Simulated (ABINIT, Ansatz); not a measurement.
# ZnS (F-43m): modes at Γ and the response to a field, part 2 of 3

Which modes does ZnS (F-43m) have at the zone centre?

ABINIT 10.8.3; DFT LDA, scalar-relativistic, plane waves, PseudoDojo norm-conserving pseudopotentials.

So far. Step 3 (Self-consistent run for the response): The cell stands at -0.45 GPa: the relaxation ran with a smoothed and higher cutoff and on another k mesh. Step 5 (Linear response at Γ): The acoustic modes at Γ come out as far as 4.1 cm⁻¹ from zero, where they should vanish, a small numerical error; the Born charges miss their sum rule by 0.0013 e, which is good. The relaxed cell has a = 5.295 Å (conventional setting).

The database entry behind the starting cell differs from later determinations by our own check (about 0.1 % short), so it need not match the best structure at ambient conditions.

### 6. Zone-centre analysis

anaddb reads the merged derivatives, imposes the acoustic sum rule and charge neutrality, and adds the LO-TO term along chosen directions.

Contents of anaddb.abi:

```
ddb_filepath "gamma_DDB"
output_file "anaddb.abo"
outdata_prefix "anaddb"
asr 1
chneut 1
enunit 2
eivec 1
nph1l 1
qph1l 0.0 0.0 0.0 1.0
dieflag 1
nph2l 3
qph2l 
    1.0 0.0 0.0 0.0
    0.0 0.0 1.0 0.0
    1.0 1.0 1.0 0.0
```

Contents of mrgddb.in:

```
gamma_DDB
merged
2
dfpt_gammao_DS2_DDB
gso_DDB
```

Command:

```console
$ mrgddb < mrgddb.in > mrgddb.log
$ OMP_NUM_THREADS=1 anaddb anaddb.abi > anaddb.log
```

anaddb.abo, the main output file:

```text
[banners, grids, parts of the stress and lines that vanish by symmetry left out]
-outvars_anaddb: echo values of input variables ----------------------

 Flags :
[...]
Dielectric Tensor and Effective Charges
[...]
Effective charge tensors after
[...]
Phonon wavevector (reduced coordinates) :  0.00000  0.00000  0.00000
 Phonon energies in Hartree :
[...]
Phonon energies in meV     :
-  0.000000E+00  0.000000E+00  0.000000E+00  3.618241E+01  3.618241E+01
-  3.618241E+01
 Phonon frequencies in cm-1    :
-  0.000000E+00  0.000000E+00  0.000000E+00  2.918308E+02  2.918308E+02
-  2.918308E+02
 Phonon frequencies in Thz     :
-  0.000000E+00  0.000000E+00  0.000000E+00  8.748868E+00  8.748868E+00
-  8.748868E+00
 Phonon energies in Kelvin  :
-  0.000000E+00  0.000000E+00  0.000000E+00  4.198794E+02  4.198794E+02
-  4.198794E+02
[...]
-  1  0.00000000E+00  0.00000000E+00 -2.37255162E-03
-     0.00000000E+00  0.00000000E+00  0.00000000E+00
-  2  0.00000000E+00  0.00000000E+00 -2.37255141E-03
-     0.00000000E+00  0.00000000E+00  0.00000000E+00
[...]
-  1  0.00000000E+00 -2.37255162E-03  0.00000000E+00
-     0.00000000E+00  0.00000000E+00  0.00000000E+00
-  2  0.00000000E+00 -2.37255141E-03  0.00000000E+00
-     0.00000000E+00  0.00000000E+00  0.00000000E+00
[...]
-  1  2.37255162E-03  0.00000000E+00  0.00000000E+00
-     0.00000000E+00  0.00000000E+00  0.00000000E+00
-  2  2.37255141E-03  0.00000000E+00  0.00000000E+00
-     0.00000000E+00  0.00000000E+00  0.00000000E+00
[...]
-  1  0.00000000E+00  0.00000000E+00  1.66143118E-03
-     0.00000000E+00  0.00000000E+00  0.00000000E+00
-  2 -1.39074820E-07 -1.35645632E-07 -3.38804324E-03
-     0.00000000E+00  0.00000000E+00  0.00000000E+00
[...]
-  1  1.06220696E-07  1.66143118E-03  0.00000000E+00
-     0.00000000E+00  0.00000000E+00  0.00000000E+00
-  2 -2.16608618E-07 -3.38804324E-03  1.35654523E-07
-     0.00000000E+00  0.00000000E+00  0.00000000E+00
[...]
-  1  1.66143118E-03 -1.06223427E-07  0.00000000E+00
-     0.00000000E+00  0.00000000E+00  0.00000000E+00
-  2 -3.38804324E-03  2.16614187E-07  1.39066148E-07
-     0.00000000E+00  0.00000000E+00  0.00000000E+00
[...]
-     1         -0.000000     0.000000    -0.000000     0.000000
-     2          0.000000    -0.000000    -0.000000     0.000000
-     3          0.000000     0.000000     0.000000     0.000000
-     4          0.000105     0.000102     2.551488     2.551488
-     5          0.000163     2.551488    -0.000102     2.551488
-     6          2.551488    -0.000163    -0.000105     2.551488
[...]
-   1     Real    0.0000E+00  0.0000E+00  0.0000E+00  0.0000E+00  0.0000E+00  0.0000E+00  0.0000E+00
[...]
-   2     Real    0.0000E+00  0.0000E+00  0.0000E+00  0.0000E+00  0.0000E+00  0.0000E+00  0.0000E+00
[...]
-   3     Real    0.0000E+00  0.0000E+00  0.0000E+00  0.0000E+00  0.0000E+00  0.0000E+00  0.0000E+00
[...]
-   4     Real    1.5620E-13  1.4859E-13  9.2698E-05  1.5235E-13  3.8052E-09  3.7113E-09  9.2698E-05
[...]
-   5     Real    3.7890E-13  9.2698E-05  1.4861E-13  5.9265E-09 -2.3729E-13 -3.7116E-09  9.2698E-05
[...]
-   6     Real    9.2698E-05  3.7892E-13  1.5618E-13 -5.9267E-09 -3.8049E-09  2.4327E-13  9.2698E-05
[...]
Phonon at Gamma, with non-analyticity in the
[...]
Phonon energies in Hartree :
[...]
Phonon energies in meV     :
-  0.000000E+00  0.000000E+00  0.000000E+00  3.618241E+01  3.618241E+01
-  4.316538E+01
 Phonon frequencies in cm-1    :
-  0.000000E+00  0.000000E+00  0.000000E+00  2.918308E+02  2.918308E+02
-  3.481523E+02
 Phonon frequencies in Thz     :
-  0.000000E+00  0.000000E+00  0.000000E+00  8.748868E+00  8.748868E+00
-  1.043734E+01
 Phonon energies in Kelvin  :
-  0.000000E+00  0.000000E+00  0.000000E+00  4.198794E+02  4.198794E+02
-  5.009134E+02
[...]
-  1  0.00000000E+00  0.00000000E+00 -2.37255162E-03
-     0.00000000E+00  0.00000000E+00  0.00000000E+00
-  2  0.00000000E+00  0.00000000E+00 -2.37255141E-03
-     0.00000000E+00  0.00000000E+00  0.00000000E+00
[...]
Phonon at Gamma, with non-analyticity in the
[...]
Phonon energies in Hartree :
[...]
Phonon energies in meV     :
-  0.000000E+00  0.000000E+00  0.000000E+00  3.618241E+01  3.618241E+01
-  4.316538E+01
 Phonon frequencies in cm-1    :
-  0.000000E+00  0.000000E+00  0.000000E+00  2.918308E+02  2.918308E+02
-  3.481523E+02
 Phonon frequencies in Thz     :
-  0.000000E+00  0.000000E+00  0.000000E+00  8.748868E+00  8.748868E+00
-  1.043734E+01
 Phonon energies in Kelvin  :
-  0.000000E+00  0.000000E+00  0.000000E+00  4.198794E+02  4.198794E+02
-  5.009134E+02
[...]
Phonon at Gamma, with non-analyticity in the
[...]
Phonon energies in Hartree :
[...]
Phonon energies in meV     :
-  0.000000E+00  0.000000E+00  0.000000E+00  3.618241E+01  3.618241E+01
-  4.316538E+01
 Phonon frequencies in cm-1    :
-  0.000000E+00  0.000000E+00  0.000000E+00  2.918308E+02  2.918308E+02
-  3.481523E+02
 Phonon frequencies in Thz     :
-  0.000000E+00  0.000000E+00  0.000000E+00  8.748868E+00  8.748868E+00
-  1.043734E+01
 Phonon energies in Kelvin  :
-  0.000000E+00  0.000000E+00  0.000000E+00  4.198794E+02  4.198794E+02
-  5.009134E+02
[...]
-  1  0.00000000E+00 -2.37255160E-03 -2.88587905E-07
-     0.00000000E+00  0.00000000E+00  0.00000000E+00
-  2  0.00000000E+00 -2.37255140E-03 -2.88609077E-07
-     0.00000000E+00  0.00000000E+00  0.00000000E+00
[...]
-  1  2.37255161E-03  0.00000000E+00  0.00000000E+00
-     0.00000000E+00  0.00000000E+00  0.00000000E+00
-  2  2.37255142E-03  0.00000000E+00  0.00000000E+00
-     0.00000000E+00  0.00000000E+00  0.00000000E+00
[...]
-  1  2.29278509E-04  1.04326848E-03 -1.27254698E-03
-     0.00000000E+00  0.00000000E+00  0.00000000E+00
-  2 -4.67552019E-04 -2.12746622E-03  2.59501824E-03
-     0.00000000E+00  0.00000000E+00  0.00000000E+00
[...]
-  1  1.33703668E-03 -8.67079353E-04 -4.69957326E-04
-     0.00000000E+00  0.00000000E+00  0.00000000E+00
-  2 -2.72652767E-03  1.76817576E-03  9.58351909E-04
-     0.00000000E+00  0.00000000E+00  0.00000000E+00
[...]
Direction                     Dielectric constant
[...]
0.00000   0.00000   1.00000      8.84475283
   1.00000   1.00000   1.00000      8.84475283
-
```

Run time: 0.69 s. Hardware: 1 thread of Intel Xeon at 2.70GHz, shared host.

Numbers from this step:

```
mean static dielectric constant      : 8.845
highest mode moved by the LO-TO term : 348.1 cm⁻¹
```

No LO-TO term; unit eigenvectors of the mass-weighted matrix, from anaddb's displacements. The modes at Γ (shares of kinetic energy by element, %):

```
mode  frequency (cm⁻¹)  symmetry  Zn %  S %
   1               0.0  acoustic    67   33
   2               0.0  acoustic    67   33
   3               0.0  acoustic    67   33
   4             291.8        T2    33   67
   5             291.8        T2    33   67
   6             291.8        T2    33   67
```

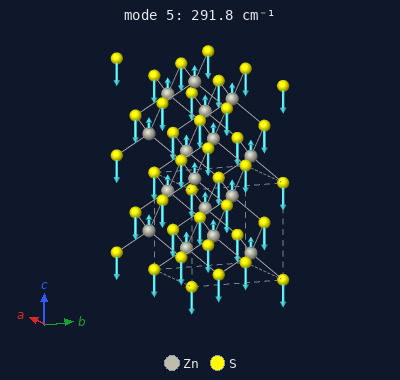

Displacement patterns of mode 5 at Γ; arrows are exaggerated. Bonds to atoms that aren't drawn are left out. 2×1×2 conventional cells are drawn. Some periodic images of atoms are drawn too.

Trace of the oscillator strength, degenerate modes summed. Lines of the infrared spectrum (strongest = 100):

```
position (cm⁻¹)  lines merged  IR intensity, relative
            292             3                     100
```

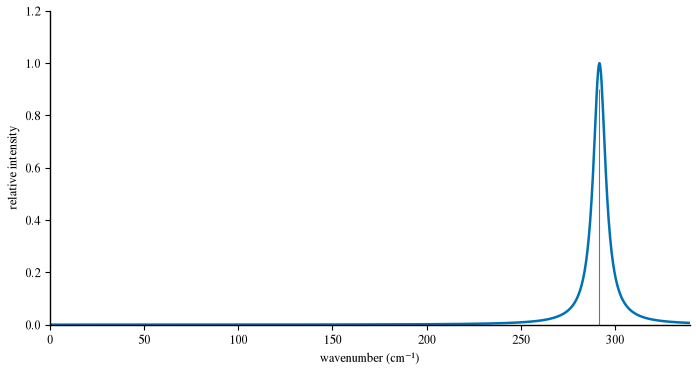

The infrared spectrum, broadened with Lorentzians of width 8 cm⁻¹; bars mark the lines.

Static dielectric tensor (ions relaxed, fixed cell):

```
8.84 0.00 0.00
0.00 8.84 0.00
0.00 0.00 8.84
```

The rule moves no optical mode by more than 0.1 cm⁻¹.

### 7. Sum rules set otherwise (asr 0)

Without the rule the raw error of the acoustic modes shows.

Edit anaddb.abi of step 6 so:

```diff
@@ -3,4 +3,4 @@
 outdata_prefix "anaddb"
-asr 1
-chneut 1
+asr 0
+chneut 0
 enunit 2
```

mrgddb.in is that of step 6.

anaddb.abo, the main output file:

```text
[banners, grids, parts of the stress and lines that vanish by symmetry left out]
-outvars_anaddb: echo values of input variables ----------------------

 Flags :
[...]
Dielectric Tensor and Effective Charges
[...]
Effective charge tensors after
[...]
Phonon wavevector (reduced coordinates) :  0.00000  0.00000  0.00000
 Phonon energies in Hartree :
[...]
Phonon energies in meV     :
-  5.058810E-01  5.058810E-01  5.058810E-01  3.618414E+01  3.618414E+01
-  3.618414E+01
 Phonon frequencies in cm-1    :
-  4.080205E+00  4.080205E+00  4.080205E+00  2.918448E+02  2.918448E+02
-  2.918448E+02
 Phonon frequencies in Thz     :
-  1.223215E-01  1.223215E-01  1.223215E-01  8.749287E+00  8.749287E+00
-  8.749287E+00
 Phonon energies in Kelvin  :
-  5.870505E+00  5.870505E+00  5.870505E+00  4.198996E+02  4.198996E+02
-  4.198996E+02
[...]
-  1  0.00000000E+00  1.03683643E-07 -2.37232429E-03
-     0.00000000E+00  0.00000000E+00  0.00000000E+00
-  2  0.00000000E+00  1.03713828E-07 -2.37301492E-03
-     0.00000000E+00  0.00000000E+00  0.00000000E+00
[...]
-  1  2.30217004E-07 -2.37232428E-03 -1.03675495E-07
-     0.00000000E+00  0.00000000E+00  0.00000000E+00
-  2  2.30284026E-07 -2.37301491E-03 -1.03705677E-07
-     0.00000000E+00  0.00000000E+00  0.00000000E+00
[...]
-  1  2.37232428E-03  2.30213334E-07  0.00000000E+00
-     0.00000000E+00  0.00000000E+00  0.00000000E+00
-  2  2.37301491E-03  2.30280355E-07  0.00000000E+00
-     0.00000000E+00  0.00000000E+00  0.00000000E+00
[...]
-  1  0.00000000E+00  0.00000000E+00  1.66175577E-03
-     0.00000000E+00  0.00000000E+00  0.00000000E+00
-  2  0.00000000E+00  0.00000000E+00 -3.38771861E-03
-     0.00000000E+00  0.00000000E+00  0.00000000E+00
[...]
-  1  0.00000000E+00 -1.66175577E-03  0.00000000E+00
-     0.00000000E+00  0.00000000E+00  0.00000000E+00
-  2  0.00000000E+00  3.38771861E-03  0.00000000E+00
-     0.00000000E+00  0.00000000E+00  0.00000000E+00
[...]
-  1  1.66175577E-03  0.00000000E+00  0.00000000E+00
-     0.00000000E+00  0.00000000E+00  0.00000000E+00
-  2 -3.38771861E-03  0.00000000E+00  0.00000000E+00
-     0.00000000E+00  0.00000000E+00  0.00000000E+00
[...]
-     1          0.000000     0.000000    -0.000504     0.000504
-     2          0.000000    -0.000504    -0.000000     0.000504
-     3          0.000504     0.000000     0.000000     0.000504
-     4         -0.000000    -0.000000     2.551298     2.551298
-     5          0.000019    -2.551298    -0.000000     2.551298
-     6          2.551298     0.000019     0.000000     2.551298
[...]
-   1     Real    0.0000E+00  0.0000E+00  2.8623E-12  0.0000E+00  0.0000E+00  0.0000E+00  2.8623E-12
[...]
-   2     Real    0.0000E+00  2.8623E-12  0.0000E+00  0.0000E+00  0.0000E+00  0.0000E+00  2.8623E-12
[...]
-   3     Real    2.8623E-12  0.0000E+00  0.0000E+00  0.0000E+00  0.0000E+00  0.0000E+00  2.8623E-12
[...]
-   4     Real    0.0000E+00  0.0000E+00  9.2677E-05  0.0000E+00  0.0000E+00  0.0000E+00  9.2677E-05
[...]
-   5     Real    0.0000E+00  9.2677E-05  0.0000E+00 -6.7421E-10  0.0000E+00  0.0000E+00  9.2677E-05
[...]
-   6     Real    9.2677E-05  0.0000E+00  0.0000E+00  6.7421E-10  0.0000E+00  0.0000E+00  9.2677E-05
[...]
Phonon at Gamma, with non-analyticity in the
[...]
Phonon energies in Hartree :
[...]
Phonon energies in meV     :
-  5.058810E-01  5.058810E-01  5.058929E-01  3.618414E+01  3.618414E+01
-  4.316538E+01
 Phonon frequencies in cm-1    :
-  4.080205E+00  4.080205E+00  4.080301E+00  2.918448E+02  2.918448E+02
-  3.481522E+02
 Phonon frequencies in Thz     :
-  1.223215E-01  1.223215E-01  1.223244E-01  8.749287E+00  8.749287E+00
-  1.043734E+01
 Phonon energies in Kelvin  :
-  5.870505E+00  5.870505E+00  5.870643E+00  4.198996E+02  4.198996E+02
-  5.009134E+02
[...]
-  1  0.00000000E+00  1.03687553E-07 -2.37232429E-03
-     0.00000000E+00  0.00000000E+00  0.00000000E+00
-  2  0.00000000E+00  1.03717739E-07 -2.37301493E-03
-     0.00000000E+00  0.00000000E+00  0.00000000E+00
[...]
Phonon at Gamma, with non-analyticity in the
[...]
Phonon energies in Hartree :
[...]
Phonon energies in meV     :
-  5.058810E-01  5.058810E-01  5.058929E-01  3.618414E+01  3.618414E+01
-  4.316538E+01
 Phonon frequencies in cm-1    :
-  4.080205E+00  4.080205E+00  4.080301E+00  2.918448E+02  2.918448E+02
-  3.481522E+02
 Phonon frequencies in Thz     :
-  1.223215E-01  1.223215E-01  1.223244E-01  8.749287E+00  8.749287E+00
-  1.043734E+01
 Phonon energies in Kelvin  :
-  5.870505E+00  5.870505E+00  5.870643E+00  4.198996E+02  4.198996E+02
-  5.009134E+02
[...]
Phonon at Gamma, with non-analyticity in the
[...]
Phonon energies in Hartree :
[...]
Phonon energies in meV     :
-  5.058810E-01  5.058810E-01  5.058929E-01  3.618414E+01  3.618414E+01
-  4.316538E+01
 Phonon frequencies in cm-1    :
-  4.080205E+00  4.080205E+00  4.080301E+00  2.918448E+02  2.918448E+02
-  3.481522E+02
 Phonon frequencies in Thz     :
-  1.223215E-01  1.223215E-01  1.223244E-01  8.749287E+00  8.749287E+00
-  1.043734E+01
 Phonon energies in Kelvin  :
-  5.870505E+00  5.870505E+00  5.870643E+00  4.198996E+02  4.198996E+02
-  5.009134E+02
[...]
-  1  1.92249900E-03 -1.16472449E-03 -7.58509716E-04
-     0.00000000E+00  0.00000000E+00  0.00000000E+00
-  2  1.92305866E-03 -1.16506359E-03 -7.58730563E-04
-     0.00000000E+00  0.00000000E+00  0.00000000E+00
[...]
-  1  1.36997193E-03  1.36950906E-03  1.36935473E-03
-     0.00000000E+00  0.00000000E+00  0.00000000E+00
-  2  1.37052312E-03  1.37006011E-03  1.36990573E-03
-     0.00000000E+00  0.00000000E+00  0.00000000E+00
[...]
-  1  2.29388110E-04  1.04343027E-03 -1.27281838E-03
-     0.00000000E+00  0.00000000E+00  0.00000000E+00
-  2 -4.67639339E-04 -2.12717668E-03  2.59481602E-03
-     0.00000000E+00  0.00000000E+00  0.00000000E+00
[...]
-  1  1.33728678E-03 -8.67299319E-04 -4.69987457E-04
-     0.00000000E+00  0.00000000E+00  0.00000000E+00
-  2 -2.72624376E-03  1.76810943E-03  9.58134333E-04
-     0.00000000E+00  0.00000000E+00  0.00000000E+00
[...]
Direction                     Dielectric constant
[...]
0.00000   0.00000   1.00000      8.84390264
   1.00000   1.00000   1.00000      8.84390264
-
```

Elapsed: 0.72 s, on 1 thread.

Read from the output:

| Item | Value |
| --- | --- |
| mean static dielectric constant | 8.844 |

Zone-centre frequencies as printed; negative means imaginary. Modes:

```
mode  frequency (cm⁻¹)
   1              4.08
   2              4.08
   3              4.08
   4             291.8
   5             291.8
   6             291.8
```

[end of part 2 of 3]

[Host names and launcher messages were left out of these logs when they were recorded.]

[Logs are printed without paths, hosts, clocks, repeated set-up lines and the standing remarks that a program may print on its own settings, such as how far it seeks lower states.]

[Hosts, paths, dates, database ids (printed as entryN), source tags and the programs' standing remarks are cut or masked in the printed files.]
